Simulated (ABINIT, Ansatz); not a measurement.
# CsSnH3 (Pm-3m): zone-centre phonons, part 3 of 5

Wanted: the vibrations of CsSnH3 (Pm-3m) at Γ, by two programs.

ABINIT 10.8.3; DFT LDA, scalar-relativistic, plane waves, PseudoDojo stringent norm-conserving pseudopotentials.

So far. Step 3 (Self-consistent run for the response): The cell stands at -0.32 GPa: the relaxation ran with a smoothed and higher cutoff, and the difference is a stress of the finite basis. Step 4 (Zone-centre response): The acoustic modes at Γ come out as far as 2.5 cm⁻¹ from zero, where they should vanish, a small numerical error. The lowest optical mode is imaginary, 1495i cm⁻¹, an instability at this level and on this k mesh. The relaxed cell has a = 4.348 Å (conventional setting).

The structure was built from a prototype and need not be the compound's stable phase.

## (5) Zone-centre analysis

anaddb reads the merged derivatives and imposes the acoustic sum rule.

anaddb.abi

```
ddb_filepath "gamma_DDB"
output_file "anaddb.abo"
outdata_prefix "anaddb"
asr 1
chneut 1
enunit 2
eivec 1
nph1l 1
qph1l 0.0 0.0 0.0 1.0
```

mrgddb.in

```
gamma_DDB
merged
2
dfpt_gammao_DDB
gso_DDB
```

Run with:

```sh
$ mrgddb < mrgddb.in > mrgddb.log
$ OMP_NUM_THREADS=1 anaddb anaddb.abi > anaddb.log
```

anaddb.abo, the main output file:

```text
-outvars_anaddb: echo values of input variables ----------------------

 Miscellaneous information :
      enunit         2
       eivec         1
         asr         1
 First list of wavevector (reduced coord.) :
       nph1l         1
       qph1l
                     0.00000000E+00  0.00000000E+00  0.00000000E+00    1.000E+00

================================================================================

 read the DDB information and perform some checks

  ==== Info on the Cryst% object ====
 Real(R)+Recip(G) space primitive vectors, cartesian coordinates (Bohr,Bohr^-1):
 R(1)=  8.2161165  0.0000000  0.0000000  G(1)=  0.1217120  0.0000000  0.0000000
 R(2)=  0.0000000  8.2161165  0.0000000  G(2)=  0.0000000  0.1217120  0.0000000
 R(3)=  0.0000000  0.0000000  8.2161165  G(3)=  0.0000000  0.0000000  0.1217120
 Unit cell volume ucvol=  5.5462541E+02 bohr^3
 Angles (23,13,12)=  9.00000000E+01  9.00000000E+01  9.00000000E+01 degrees
 Time-reversal symmetry is present
 Reduced atomic positions [iatom, xred, symbol]:
    1)    0.0000000  0.0000000  0.0000000  Cs
    2)    0.5000000  0.5000000  0.5000000  Sn
    3)    0.5000000  0.5000000  0.0000000   H
    4)    0.5000000  0.0000000  0.5000000   H
    5)    0.0000000  0.5000000  0.5000000   H

 DDB file with 3 blocks has been read.

================================================================================

 Treat the first list of vectors

  Phonon wavevector (reduced coordinates) :  0.00000  0.00000  0.00000
 Phonon energies in Hartree :
  -6.813112E-03 -6.813112E-03 -6.813112E-03  0.000000E+00  0.000000E+00
   0.000000E+00  4.085813E-04  4.085813E-04  4.085813E-04  2.819021E-03
   2.819021E-03  2.819021E-03  2.856431E-03  2.856431E-03  2.856431E-03
 Phonon energies in meV     :
- -1.853942E+02 -1.853942E+02 -1.853942E+02  0.000000E+00  0.000000E+00
-  0.000000E+00  1.111806E+01  1.111806E+01  1.111806E+01  7.670947E+01
-  7.670947E+01  7.670947E+01  7.772745E+01  7.772745E+01  7.772745E+01
 Phonon frequencies in cm-1    :
- -1.495305E+03 -1.495305E+03 -1.495305E+03  0.000000E+00  0.000000E+00
-  0.000000E+00  8.967323E+01  8.967323E+01  8.967323E+01  6.187036E+02
-  6.187036E+02  6.187036E+02  6.269141E+02  6.269141E+02  6.269141E+02
 Phonon frequencies in Thz     :
- -4.482812E+01 -4.482812E+01 -4.482812E+01  0.000000E+00  0.000000E+00
-  0.000000E+00  2.688336E+00  2.688336E+00  2.688336E+00  1.854827E+01
-  1.854827E+01  1.854827E+01  1.879441E+01  1.879441E+01  1.879441E+01
 Phonon energies in Kelvin  :
- -2.151410E+03 -2.151410E+03 -2.151410E+03  0.000000E+00  0.000000E+00
-  0.000000E+00  1.290198E+02  1.290198E+02  1.290198E+02  8.901765E+02
-  8.901765E+02  8.901765E+02  9.019896E+02  9.019896E+02  9.019896E+02

 Eigendisplacements
 (will be given, for each mode : in cartesian coordinates
   for each atom the real part of the displacement vector,
   then the imaginary part of the displacement vector - absolute values smaller than 1.0d-7 are set to zero)
  Mode number    1   Energy   -6.813112E-03
 Attention : low frequency mode.
   (Could be unstable or acoustic mode)
-  1  3.70359949E-05  0.00000000E+00  0.00000000E+00
-     0.00000000E+00  0.00000000E+00  0.00000000E+00
-  2  1.45419598E-04  0.00000000E+00  0.00000000E+00
-     0.00000000E+00  0.00000000E+00  0.00000000E+00
-  3  6.22553404E-04  0.00000000E+00  0.00000000E+00
-     0.00000000E+00  0.00000000E+00  0.00000000E+00
-  4  6.22553404E-04  2.93623601E-06  0.00000000E+00
-     0.00000000E+00  0.00000000E+00  0.00000000E+00
-  5 -2.32553630E-02  0.00000000E+00  0.00000000E+00
-     0.00000000E+00  0.00000000E+00  0.00000000E+00
  Mode number    2   Energy   -6.813112E-03
 Attention : low frequency mode.
   (Could be unstable or acoustic mode)
-  1  0.00000000E+00  3.70359949E-05  0.00000000E+00
-     0.00000000E+00  0.00000000E+00  0.00000000E+00
-  2  0.00000000E+00  1.45419598E-04  0.00000000E+00
-     0.00000000E+00  0.00000000E+00  0.00000000E+00
-  3  0.00000000E+00  6.22553404E-04  0.00000000E+00
-     0.00000000E+00  0.00000000E+00  0.00000000E+00
-  4  0.00000000E+00 -2.32553630E-02  0.00000000E+00
-     0.00000000E+00  0.00000000E+00  0.00000000E+00
-  5 -2.93623601E-06  6.22553404E-04  0.00000000E+00
-     0.00000000E+00  0.00000000E+00  0.00000000E+00
  Mode number    3   Energy   -6.813112E-03
 Attention : low frequency mode.
   (Could be unstable or acoustic mode)
-  1  0.00000000E+00  0.00000000E+00  3.70359952E-05
-     0.00000000E+00  0.00000000E+00  0.00000000E+00
-  2  0.00000000E+00  0.00000000E+00  1.45419599E-04
-     0.00000000E+00  0.00000000E+00  0.00000000E+00
-  3  0.00000000E+00  0.00000000E+00 -2.32553632E-02
-     0.00000000E+00  0.00000000E+00  0.00000000E+00
-  4  0.00000000E+00  0.00000000E+00  6.22553409E-04
-     0.00000000E+00  0.00000000E+00  0.00000000E+00
-  5  0.00000000E+00  0.00000000E+00  6.22553409E-04
-     0.00000000E+00  0.00000000E+00  0.00000000E+00
  Mode number    4   Energy    0.000000E+00
 Attention : low frequency mode.
   (Could be unstable or acoustic mode)
-  1  0.00000000E+00  0.00000000E+00  1.46777022E-03
-     0.00000000E+00  0.00000000E+00  0.00000000E+00
-  2  0.00000000E+00  0.00000000E+00  1.46776463E-03
-     0.00000000E+00  0.00000000E+00  0.00000000E+00
-  3  0.00000000E+00  0.00000000E+00  1.46776734E-03
-     0.00000000E+00  0.00000000E+00  0.00000000E+00
-  4  0.00000000E+00  0.00000000E+00  1.46776105E-03
-     0.00000000E+00  0.00000000E+00  0.00000000E+00
-  5  0.00000000E+00  0.00000000E+00  1.46776105E-03
-     0.00000000E+00  0.00000000E+00  0.00000000E+00
  Mode number    5   Energy    0.000000E+00
 Attention : low frequency mode.
   (Could be unstable or acoustic mode)
-  1  0.00000000E+00 -1.46777022E-03  0.00000000E+00
-     0.00000000E+00  0.00000000E+00  0.00000000E+00
-  2  0.00000000E+00 -1.46776463E-03  0.00000000E+00
-     0.00000000E+00  0.00000000E+00  0.00000000E+00
-  3  0.00000000E+00 -1.46776105E-03  0.00000000E+00
-     0.00000000E+00  0.00000000E+00  0.00000000E+00
-  4  0.00000000E+00 -1.46776734E-03  0.00000000E+00
-     0.00000000E+00  0.00000000E+00  0.00000000E+00
-  5  0.00000000E+00 -1.46776105E-03  0.00000000E+00
-     0.00000000E+00  0.00000000E+00  0.00000000E+00
  Mode number    6   Energy    0.000000E+00
 Attention : low frequency mode.
   (Could be unstable or acoustic mode)
-  1  1.46777022E-03  0.00000000E+00  0.00000000E+00
-     0.00000000E+00  0.00000000E+00  0.00000000E+00
-  2  1.46776463E-03  0.00000000E+00  0.00000000E+00
-     0.00000000E+00  0.00000000E+00  0.00000000E+00
-  3  1.46776105E-03  0.00000000E+00  0.00000000E+00
-     0.00000000E+00  0.00000000E+00  0.00000000E+00
-  4  1.46776105E-03  0.00000000E+00  0.00000000E+00
-     0.00000000E+00  0.00000000E+00  0.00000000E+00
-  5  1.46776734E-03  0.00000000E+00  0.00000000E+00
-     0.00000000E+00  0.00000000E+00  0.00000000E+00
  Mode number    7   Energy    4.085813E-04
-  1  0.00000000E+00  0.00000000E+00 -1.40267827E-03
-     0.00000000E+00  0.00000000E+00  0.00000000E+00
-  2  0.00000000E+00  0.00000000E+00  1.54963680E-03
-     0.00000000E+00  0.00000000E+00  0.00000000E+00
-  3  0.00000000E+00  0.00000000E+00  8.88434141E-04
-     0.00000000E+00  0.00000000E+00  0.00000000E+00
-  4  0.00000000E+00  0.00000000E+00  7.79509373E-04
-     0.00000000E+00  0.00000000E+00  0.00000000E+00
-  5  0.00000000E+00  0.00000000E+00  7.79509373E-04
-     0.00000000E+00  0.00000000E+00  0.00000000E+00
  Mode number    8   Energy    4.085813E-04
-  1  2.75297567E-07  1.40267824E-03  0.00000000E+00
-     0.00000000E+00  0.00000000E+00  0.00000000E+00
-  2 -3.04140478E-07 -1.54963677E-03  0.00000000E+00
-     0.00000000E+00  0.00000000E+00  0.00000000E+00
-  3 -1.52990916E-07 -7.79509358E-04  0.00000000E+00
-     0.00000000E+00  0.00000000E+00  0.00000000E+00
-  4 -1.52990916E-07 -8.88434124E-04  0.00000000E+00
-     0.00000000E+00  0.00000000E+00  0.00000000E+00
-  5 -1.74369107E-07 -7.79509358E-04  0.00000000E+00
-     0.00000000E+00  0.00000000E+00  0.00000000E+00
  Mode number    9   Energy    4.085813E-04
-  1  1.40267824E-03 -2.75297687E-07  0.00000000E+00
-     0.00000000E+00  0.00000000E+00  0.00000000E+00
-  2 -1.54963677E-03  3.04140611E-07  0.00000000E+00
-     0.00000000E+00  0.00000000E+00  0.00000000E+00
-  3 -7.79509358E-04  1.52990983E-07  0.00000000E+00
-     0.00000000E+00  0.00000000E+00  0.00000000E+00
-  4 -7.79509358E-04  1.74369183E-07  0.00000000E+00
-     0.00000000E+00  0.00000000E+00  0.00000000E+00
-  5 -8.88434124E-04  1.52990983E-07  0.00000000E+00
-     0.00000000E+00  0.00000000E+00  0.00000000E+00
  Mode number   10   Energy    2.819021E-03
-  1  0.00000000E+00  0.00000000E+00  0.00000000E+00
-     0.00000000E+00  0.00000000E+00  0.00000000E+00
-  2  0.00000000E+00  0.00000000E+00  0.00000000E+00
-     0.00000000E+00  0.00000000E+00  0.00000000E+00
-  3  0.00000000E+00  0.00000000E+00  0.00000000E+00
-     0.00000000E+00  0.00000000E+00  0.00000000E+00
-  4  0.00000000E+00  0.00000000E+00  1.64963405E-02
-     0.00000000E+00  0.00000000E+00  0.00000000E+00
-  5  0.00000000E+00  0.00000000E+00 -1.64963405E-02
-     0.00000000E+00  0.00000000E+00  0.00000000E+00
  Mode number   11   Energy    2.819021E-03
-  1  0.00000000E+00  0.00000000E+00  0.00000000E+00
-     0.00000000E+00  0.00000000E+00  0.00000000E+00
-  2  0.00000000E+00  0.00000000E+00  0.00000000E+00
-     0.00000000E+00  0.00000000E+00  0.00000000E+00
-  3  1.43661779E-06 -1.64963404E-02  0.00000000E+00
-     0.00000000E+00  0.00000000E+00  0.00000000E+00
-  4 -1.43661779E-06  0.00000000E+00  0.00000000E+00
-     0.00000000E+00  0.00000000E+00  0.00000000E+00
-  5  0.00000000E+00  1.64963404E-02  0.00000000E+00
-     0.00000000E+00  0.00000000E+00  0.00000000E+00
  Mode number   12   Energy    2.819021E-03
-  1  0.00000000E+00  0.00000000E+00  0.00000000E+00
-     0.00000000E+00  0.00000000E+00  0.00000000E+00
-  2  0.00000000E+00  0.00000000E+00  0.00000000E+00
-     0.00000000E+00  0.00000000E+00  0.00000000E+00
-  3  1.64963404E-02  1.43661779E-06  0.00000000E+00
-     0.00000000E+00  0.00000000E+00  0.00000000E+00
-  4 -1.64963404E-02  0.00000000E+00  0.00000000E+00
-     0.00000000E+00  0.00000000E+00  0.00000000E+00
-  5  0.00000000E+00 -1.43661779E-06  0.00000000E+00
-     0.00000000E+00  0.00000000E+00  0.00000000E+00
  Mode number   13   Energy    2.856431E-03
-  1  0.00000000E+00  0.00000000E+00 -6.60946493E-05
-     0.00000000E+00  0.00000000E+00  0.00000000E+00
-  2  0.00000000E+00  0.00000000E+00 -2.10529822E-04
-     0.00000000E+00  0.00000000E+00  0.00000000E+00
-  3  0.00000000E+00  2.65977914E-07  7.09171025E-04
-     0.00000000E+00  0.00000000E+00  0.00000000E+00
-  4  0.00000000E+00  0.00000000E+00  1.64006012E-02
-     0.00000000E+00  0.00000000E+00  0.00000000E+00
-  5  0.00000000E+00  2.65977914E-07  1.64006012E-02
-     0.00000000E+00  0.00000000E+00  0.00000000E+00
  Mode number   14   Energy    2.856431E-03
-  1  0.00000000E+00 -6.60946486E-05  0.00000000E+00
-     0.00000000E+00  0.00000000E+00  0.00000000E+00
-  2  0.00000000E+00 -2.10529819E-04  0.00000000E+00
-     0.00000000E+00  0.00000000E+00  0.00000000E+00
-  3 -2.49509249E-06  1.64006010E-02  0.00000000E+00
-     0.00000000E+00  0.00000000E+00  0.00000000E+00
-  4 -2.49509249E-06  7.09171017E-04 -2.65979125E-07
-     0.00000000E+00  0.00000000E+00  0.00000000E+00
-  5 -1.07889173E-07  1.64006010E-02 -2.65979125E-07
-     0.00000000E+00  0.00000000E+00  0.00000000E+00
  Mode number   15   Energy    2.856431E-03
-  1  6.60946486E-05  0.00000000E+00  0.00000000E+00
-     0.00000000E+00  0.00000000E+00  0.00000000E+00
-  2  2.10529819E-04  0.00000000E+00  0.00000000E+00
-     0.00000000E+00  0.00000000E+00  0.00000000E+00
-  3 -1.64006010E-02 -2.49509262E-06  0.00000000E+00
-     0.00000000E+00  0.00000000E+00  0.00000000E+00
-  4 -1.64006010E-02 -1.07889179E-07  0.00000000E+00
-     0.00000000E+00  0.00000000E+00  0.00000000E+00
-  5 -7.09171017E-04 -2.49509262E-06  0.00000000E+00
-     0.00000000E+00  0.00000000E+00  0.00000000E+00

 Analysis of degeneracies and characters (maximum tolerance=1.00E-06 a.u.)
 For each vibration mode, or group of modes if degenerate,
 the characters are given for each symmetry operation (see the list in the log file).
 Symmetry characters of vibration mode #   1
       degenerate with vibration modes #   2 to    3
  3.0 -3.0 -1.0  1.0 -1.0  1.0 -1.0  1.0  1.0 -1.0 -1.0  1.0  1.0 -1.0 -1.0  1.0
 -0.0  0.0 -0.0  0.0  0.0 -0.0  0.0 -0.0  1.0 -1.0 -1.0  1.0 -1.0  1.0  1.0 -1.0
 -0.0  0.0  0.0 -0.0  0.0 -0.0 -0.0  0.0  1.0 -1.0  1.0 -1.0 -1.0  1.0 -1.0  1.0
 Symmetry characters of vibration mode #   4
       degenerate with vibration modes #   5 to    6
  3.0 -3.0 -1.0  1.0 -1.0  1.0 -1.0  1.0  1.0 -1.0 -1.0  1.0  1.0 -1.0 -1.0  1.0
  0.0 -0.0  0.0 -0.0 -0.0  0.0 -0.0  0.0  1.0 -1.0 -1.0  1.0 -1.0  1.0  1.0 -1.0
  0.0 -0.0 -0.0  0.0 -0.0  0.0  0.0 -0.0  1.0 -1.0  1.0 -1.0 -1.0  1.0 -1.0  1.0
 Symmetry characters of vibration mode #   7
       degenerate with vibration modes #   8 to    9
  3.0 -3.0 -1.0  1.0 -1.0  1.0 -1.0  1.0  1.0 -1.0 -1.0  1.0  1.0 -1.0 -1.0  1.0
 -0.0  0.0 -0.0  0.0  0.0 -0.0  0.0 -0.0  1.0 -1.0 -1.0  1.0 -1.0  1.0  1.0 -1.0
 -0.0  0.0  0.0 -0.0  0.0 -0.0 -0.0  0.0  1.0 -1.0  1.0 -1.0 -1.0  1.0 -1.0  1.0
 Symmetry characters of vibration mode #  10
       degenerate with vibration modes #  11 to   12
  3.0 -3.0 -1.0  1.0 -1.0  1.0 -1.0  1.0 -1.0  1.0  1.0 -1.0 -1.0  1.0  1.0 -1.0
 -0.0  0.0 -0.0  0.0  0.0 -0.0  0.0 -0.0 -1.0  1.0  1.0 -1.0  1.0 -1.0 -1.0  1.0
 -0.0  0.0  0.0 -0.0  0.0 -0.0 -0.0  0.0 -1.0  1.0 -1.0  1.0  1.0 -1.0  1.0 -1.0
 Symmetry characters of vibration mode #  13
       degenerate with vibration modes #  14 to   15
  3.0 -3.0 -1.0  1.0 -1.0  1.0 -1.0  1.0  1.0 -1.0 -1.0  1.0  1.0 -1.0 -1.0  1.0
 -0.0  0.0 -0.0  0.0  0.0 -0.0  0.0 -0.0  1.0 -1.0 -1.0  1.0 -1.0  1.0  1.0 -1.0
 -0.0  0.0  0.0 -0.0  0.0 -0.0 -0.0  0.0  1.0 -1.0  1.0 -1.0 -1.0  1.0 -1.0  1.0
-
```

Wall time 0.51 s (1 thread of Arm Neoverse V1, shared host).

No LO-TO term; unit eigenvectors of the mass-weighted matrix, from anaddb's displacements. Modes at Γ, with each element's share of the kinetic energy (negative means imaginary):

```
mode  frequency (cm⁻¹)  symmetry  Cs %  Sn %  H %
   1           -1495.3       T1u     0     0  100
   2           -1495.3       T1u     0     0  100
   3           -1495.3       T1u     0     0  100
   4               0.0  acoustic    52    47    1
   5               0.0  acoustic    52    47    1
   6               0.0  acoustic    52    47    1
   7              89.7       T1u    48    52    0
   8              89.7       T1u    48    52    0
   9              89.7       T1u    48    52    0
  10             618.7       T2u     0     0  100
  11             618.7       T2u     0     0  100
  12             618.7       T2u     0     0  100
  13             626.9       T1u     0     1   99
  14             626.9       T1u     0     1   99
  15             626.9       T1u     0     1   99
```

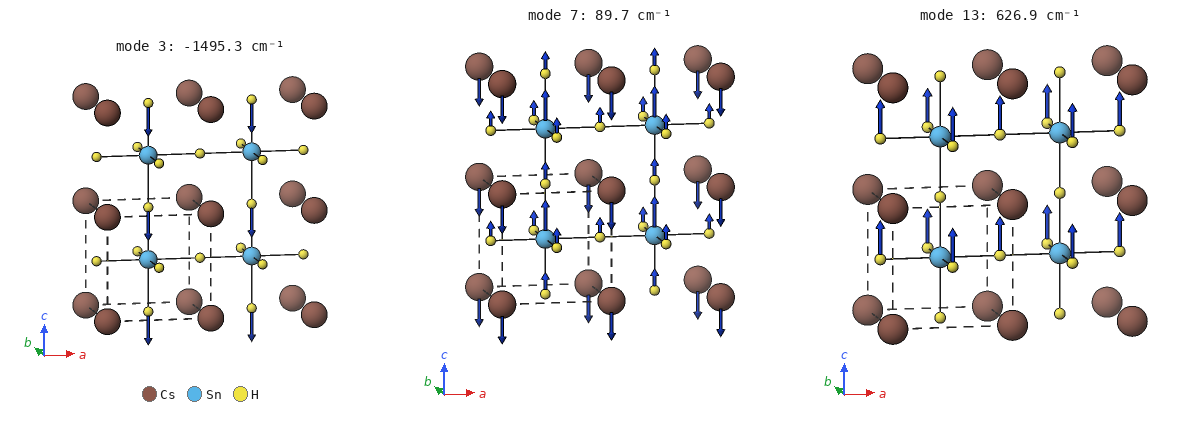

Displacement patterns of modes 3, 7 and 13 at Γ; arrows are exaggerated. 2×1×2 cells are drawn. Some periodic images of atoms are drawn too.

The rule moves no optical mode by more than 0.1 cm⁻¹.

(Part 3 of 5 ends here.)

[Host names and launcher messages were left out of these logs when they were recorded.]

[Logs are printed without paths, hosts, clocks, repeated set-up lines and the standing remarks that a program may print on its own settings, such as how far it seeks lower states.]

[Hosts, paths, dates, database ids (printed as entryN), source tags and the programs' standing remarks are cut or masked in the printed files.]
